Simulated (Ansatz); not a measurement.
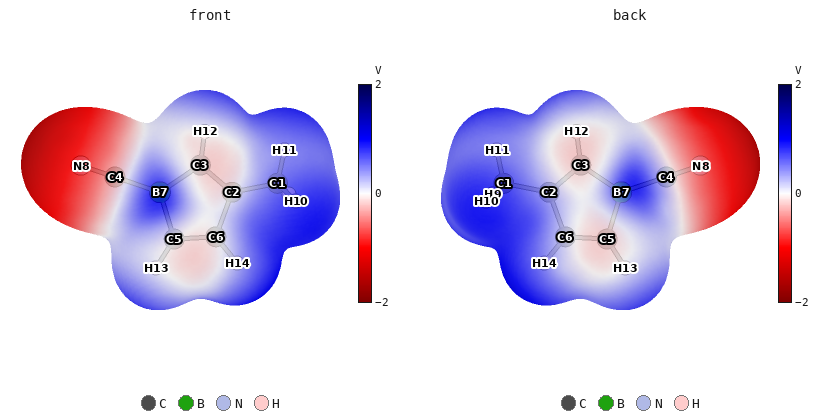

The picture shows: C₆H₆BN (SMILES CC1=CB(C#N)C=C1). The electrostatic potential painted on the density surface at 0.001 e/bohr³, seen from the front and from behind; the colour scale runs from red (negative) to blue (positive).

Geometry: PBE0-D3(BJ)/def2-SVP.

Level of theory: isolated molecule in a Gaussian basis; Kohn-Sham density functional theory, functional PBE0 in Ansatz 0.2.0.

```xyz
14

C    -0.7942    0.1544   -1.2745
C     0.6434    0.4239   -1.0313
C     1.5157   -0.2710   -0.2648
C     4.2049    0.1087    0.2872
C     2.6197    1.7069   -1.3539
C     1.3219    1.6168   -1.6846
B     2.8732    0.4783   -0.3895
N     5.2121   -0.1681    0.7949
H    -0.9825    0.0207   -2.3541
H    -1.4048    1.0203   -0.9645
H    -1.1451   -0.7375   -0.7395
H     1.2466   -1.1653    0.2982
H     3.2974    2.4844   -1.7078
H     0.7689    2.2957   -2.3428
```

> Where is the surface potential most negative and most positive?

The most negative region (about −1.6 V) lies over N8, the most positive (about +1.1 V) over H14. N8 is the likeliest acceptor of a hydrogen bond.

> How polar is the molecule by this calculation?

Its dipole moment is 5.20 D.
